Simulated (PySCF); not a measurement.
# TaH2: structure of the quartet

Aim: relax TaH2 as a quartet from a bent start, check by its vibrations whether the end is a minimum, and collect its spectrum and constants.

The runs use PySCF 2.14.0; PBE0, basis Ta def2-TZVP with ECP60, H def2-TZVP, scalar-relativistic core potentials, no spin–orbit coupling, density fitting.

### Step 1. The starting structure

3 atoms, charge 0, spin multiplicity 4.

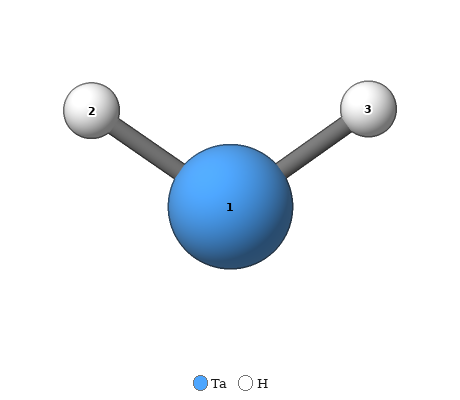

Start geometry, drawn with tantalum blue, hydrogen white; atoms are numbered from 1 in the order of the file.

```xyz
3
charge 0 multiplicity 4
Ta    0.0000    0.0000    0.0000
H     1.4581    0.0000    1.0210
H    -1.4581    0.0000    1.0210
```

### Step 2. The SCF at the typed geometry

The steps below are one call of a driver around PySCF. For each, scf.py gives the equivalent set-up of the SCF; relaxations use the driver's own optimiser. After this first run the driver tries any further starts and a stability analysis.

File scf.py:

```python
from pyscf import gto, scf, dft
mol = gto.M(atom='''
Ta     0.000000     0.000000     0.000000
H      1.458100     0.000000     1.021000
H     -1.458100     0.000000     1.021000''',
    basis={'Ta': 'def2-TZVP', 'H': 'def2-TZVP'},
    ecp={'Ta': 'def2-TZVP'},
    charge=0, spin=3)
mf = dft.UKS(mol, xc='PBE0')
mf.grids.atom_grid = (50, 194)
aux = {'Ta': 'def2-universal-JKFIT', 'H': 'def2-universal-JKFIT'}
mf = mf.density_fit(auxbasis=aux)
mf.conv_tol = 1e-08
mf.diis_space = 10
mf.max_cycle = 60
mf.init_guess = 'minao'
mf.verbose = 4
mf.kernel()
```

Started as:

```
$ OMP_NUM_THREADS=2 python axn.py task.json out
```

The program printed:

```text
init E= -39.6875628926849
[... the frontier-level lines of each cycle are left out ...]
cycle= 1 E= -57.9049142753105  delta_E= -18.2  |g|= 0.466  |ddm|= 3.23
cycle= 2 E= -57.8854308618539  delta_E= 0.0195  |g|= 0.488  |ddm|= 1.35
cycle= 3 E= -58.0330497423425  delta_E= -0.148  |g|= 0.0323  |ddm|= 0.758
cycle= 4 E= -58.0339536160834  delta_E= -0.000904  |g|= 0.0206  |ddm|= 0.0667
cycle= 5 E= -58.0342491858773  delta_E= -0.000296  |g|= 0.00512  |ddm|= 0.0298
cycle= 6 E= -58.0343009174906  delta_E= -5.17e-05  |g|= 0.00123  |ddm|= 0.0174
cycle= 7 E= -58.0343063293278  delta_E= -5.41e-06  |g|= 0.000272  |ddm|= 0.00559
cycle= 8 E= -58.0343066856773  delta_E= -3.56e-07  |g|= 7.37e-05  |ddm|= 0.00154
cycle= 9 E= -58.0343067011955  delta_E= -1.55e-08  |g|= 2.09e-05  |ddm|= 0.000356
cycle= 10 E= -58.0343067022176  delta_E= -1.02e-09  |g|= 4.57e-06  |ddm|= 9.34e-05
Extra cycle  E= -58.034306702257  delta_E= -3.94e-11  |g|= 2.96e-06  |ddm|= 1.41e-05
converged SCF energy = -58.034306702257  <S^2> = 3.7632928  2S+1 = 4.0066409
```

This step, with its further starts and checks, ran for 4.4 s (2 threads of Arm Neoverse V1, shared host).

The starts that the driver tried:

```csv
start,energy (Eh)
the minimal-basis guess,-58.034307
a thermally smeared density,-58.032971
a smeared PBE density,-58.033346
```

The test of internal stability and the other starts found no lower solution of this spin.

### Step 3. Relaxing the quartet from the bent start

The program finds C2v symmetry in the start, which this walk keeps.

scf.py: that of step 2 with these lines changed.

```diff
@@ -3,3 +3,3 @@
-Ta     0.000000     0.000000     0.000000
-H      1.458100     0.000000     1.021000
-H     -1.458100     0.000000     1.021000''',
+Ta     0.000000     0.000000    -0.011248
+H      1.458100     0.000000     1.009752
+H     -1.458100     0.000000     1.009752''',
@@ -16 +15,0 @@
-mf.init_guess = 'minao'
```

Steps of the walk:

```csv
step,energy (Eh),change (kJ/mol),largest symmetric gradient (Eh/bohr)
0,-58.034307,0.00,0.00731
1,-58.034707,-1.05,0.00417
2,-58.034925,-1.62,0.00013
3,-58.034925,-1.62,0.00003
```

The walk took 2.6 s.

Geometry (Å) and forces (eV/Å) at some steps:

```
step 0
Ta   0.000   0.000  -0.011   0.000   0.000   0.376
H    1.458   0.000   1.010   0.007   0.000  -0.188
H   -1.458   0.000   1.010  -0.007   0.000  -0.188
step 1
Ta   0.000   0.000   0.012   0.000   0.000   0.214
H    1.478   0.000   0.998   0.013   0.000  -0.107
H   -1.478   0.000   0.998  -0.013   0.000  -0.107
step 2
Ta   0.000   0.000   0.047   0.000   0.000  -0.007
H    1.509   0.000   0.981   0.002   0.000   0.003
H   -1.509   0.000   0.981  -0.002   0.000   0.003
step 3
Ta   0.000   0.000   0.047   0.000   0.000  -0.002
H    1.508   0.000   0.981   0.001   0.000   0.001
H   -1.508   0.000   0.981  -0.001   0.000   0.001
```

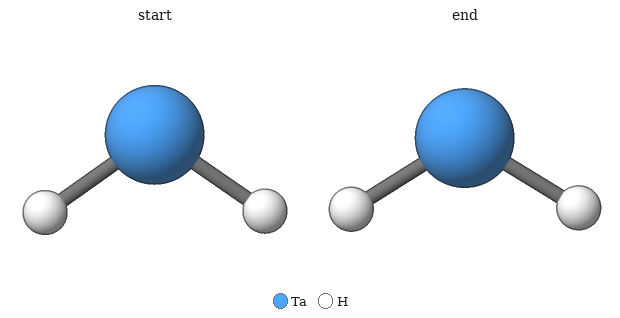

Start and end of the relaxation.

End point (C2v, 3 steps, 1.6 kJ/mol gained): Ta–H 1.774 Å (×2); H–Ta–H 116.5°.

### Step 4. Vibrations and properties at this point

On the finer grid the gradient is checked again; gradients at displacements of ±0.02 bohr then give force constants and infrared intensities.

scf.py: that of step 3 with these lines changed.

```diff
@@ -3,3 +3,3 @@
-Ta     0.000000     0.000000    -0.011248
-H      1.458100     0.000000     1.009752
-H     -1.458100     0.000000     1.009752''',
+Ta     0.000000     0.000000    -0.010293
+H      1.508313     0.000000     0.923976
+H     -1.508313     0.000000     0.923976''',
@@ -10 +10 @@
-mf.grids.atom_grid = (50, 194)
+mf.grids.atom_grid = (75, 302)
@@ -13 +13 @@
-mf.conv_tol = 1e-08
+mf.conv_tol = 1e-10
```

The driver hands on the density of the step before, so the log starts near convergence.

Log of the central SCF (cycles and frontier levels):

```text
init E= -58.0349632432225
[... the frontier-level lines of each cycle are left out ...]
cycle= 1 E= -58.0349632432225  delta_E= -7.11e-14  |g|= 1.19e-07  |ddm|= 5.74e-07
Extra cycle  E= -58.0349632432224  delta_E= 1.42e-13  |g|= 1.04e-07  |ddm|= 3.66e-07
converged SCF energy = -58.0349632432224  <S^2> = 3.7629849  2S+1 = 4.0064872
```

The whole step took 12 s.

Geometry: C2v; Ta–H 1.774 Å (×2); H–Ta–H 116.5°.

Harmonic modes (main isotopes):

| symmetry | ω (cm⁻¹) | IR (km/mol) | type |
| --- | --- | --- | --- |
| a1 | 673 | 27.3 | bend |
| b2 | 1814 | 251 | stretch |
| a1 | 1826 | 90.0 | stretch |

No imaginary mode, so this is a minimum.

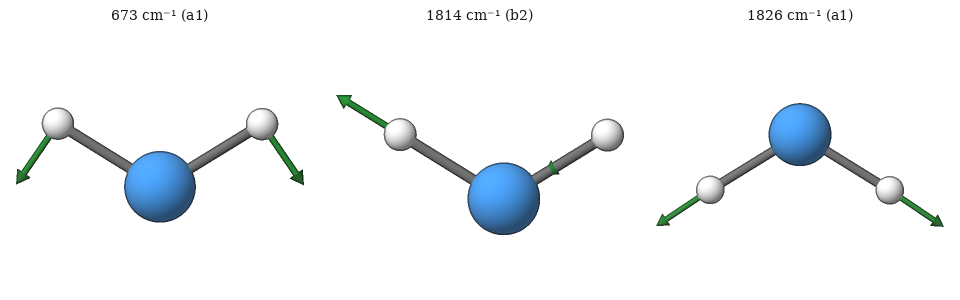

Displacements of 3 of the modes, as arrows (one member where a mode is degenerate).

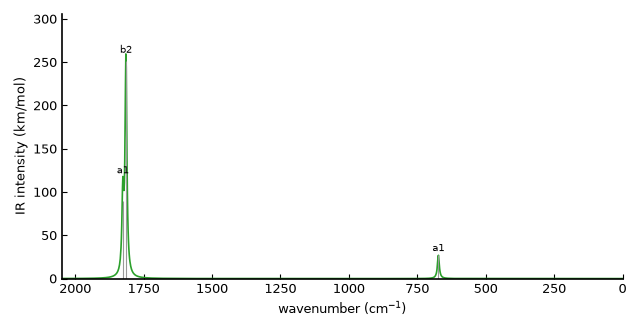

The harmonic infrared spectrum (widths in cm⁻¹). Lines are broadened to a width of 8 cm⁻¹ (Lorentzian).

Properties at this point:

| Property | Result |
| --- | --- |
| Dipole moment | 2.13 D |
| Highest occupied level | -5.27 eV |
| Lowest empty level | -2.57 eV |
| Rotational constants | 9.688, 3.676, 2.665 cm⁻¹ |
| Zero-point energy | 25.8 kJ/mol |
| Principal polarisabilities | 55.4, 61.7, 66.1 bohr³ |
| Atomisation energy without zero-point energy | 552 kJ/mol |
| Principal traceless quadrupole moments about the centre of mass | -4.26, 1.11, 3.15 D Å |
| Entropy at 298.15 K and 1 bar (electronic part: spin only) | 245.9 J/(mol K) |
| Heat capacity Cp at 298.15 K | 37.1 J/(mol K) |
| Enthalpy at 298.15 K above 0 K | 10.25 kJ/mol |
| Rotational symmetry number | 2 |
| Spin squared ⟨S²⟩ | 3.763 |

Charges (e) and bond orders:

```tsv
atom	Mulliken	Löwdin	polar tensor	spin (Mulliken)	Mayer order to Ta1
Ta1	0.29	0.29	0.55	3.17	–
H2,3	-0.14	-0.14	-0.28	-0.09	0.98
```

Outer orbital energies (eV). α occupied: -40.82, -40.73, -40.49, -9.17, -8.05, -5.78, -5.61, -5.27; empty: -2.57, -1.59, -1.31, -0.87. β occupied: -73.55, -39.14, -38.69, -38.61, -8.72, -7.77; empty: -1.83, -1.15, -0.72, -0.71.

Mulliken populations on Ta1 (outside its core potential): s 3.03, p 6.26, d 3.41, f 0.01.

### Step 5. What came out

```
                                          quantity                             value
                                           minimum                      quartet, C2v
                                          geometry  Ta–H 1.774 Å (×2); H–Ta–H 116.5°
                                wavenumbers (cm⁻¹)    673 (a1), 1814 (b2), 1826 (a1)
                                     dipole moment                            2.13 D
highest occupied, lowest empty level (either spin)                   -5.27, -2.57 eV
                        polar-tensor charge of Ta1                           +0.55 e
                                 zero-point energy                       25.8 kJ/mol
                               entropy at 298.15 K                   245.9 J/(mol K)
         atomisation energy (no zero-point energy)                        552 kJ/mol
                                              ⟨S²⟩                             3.763
```

In words: The molecule stays C2v, as typed, and the end point is a minimum. In the infrared the band at 1814 cm⁻¹ (b2, stretch) leads. Most of the spin sits on Ta1 (Mulliken spin 3.17, against 3 for the whole molecule). Other starts or spin states, not run here, may lie lower. One determinant may miss the lowest occupation of an open d or f shell. With an element this heavy the missing spin–orbit coupling can shift these numbers.

The search up to here took 19 s.
